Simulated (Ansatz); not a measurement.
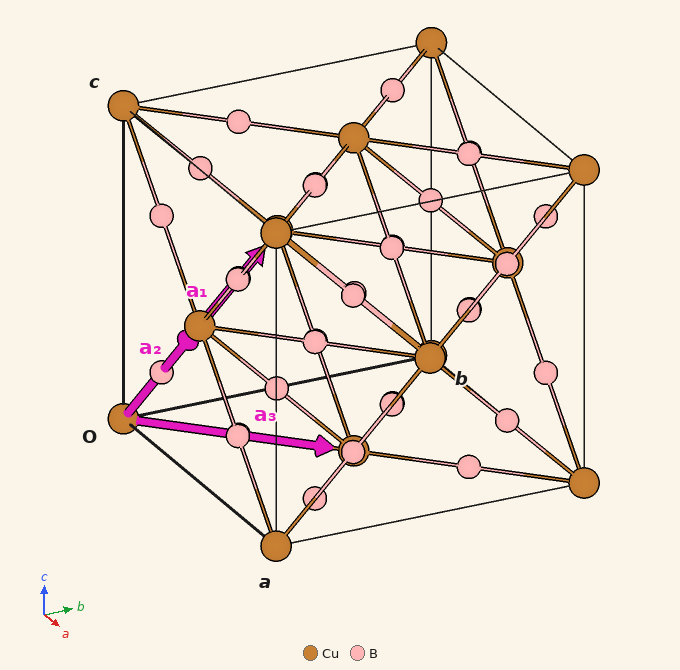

For CuB6, the end point of a relaxation with DFT PBE, scalar-relativistic, plane waves, PAW in Ansatz; the starting structure was generated, so it need not be a known form of this composition: the conventional cell (thin) and a primitive cell (coloured, vectors a₁, a₂, a₃). The drawing is computed from the coordinates (standard cell, symmetry found to 0.002 Å).

a = 5.921 Å, b = 5.921 Å, c = 5.921 Å, α = 90.00°, β = 90.00°, γ = 90.00°.

Q: What is the centring, and how are the primitive vectors built?

A: F, face-centred cubic, with lattice points at (0, 0, 0), (1/2, 1/2, 0), (1/2, 0, 1/2), (0, 1/2, 1/2). a₁ = 1/2 b + 1/2 c; a₂ = 1/2 a + 1/2 c; a₃ = 1/2 a + 1/2 b.

Q: Give the primitive cell's size and content.

A: Edges 4.187, 4.187, 4.187 Å; angles 60.00°, 60.00°, 60.00°; volume 51.89 Å³, 1/4 of the conventional cell; 7 of its 28 atoms.
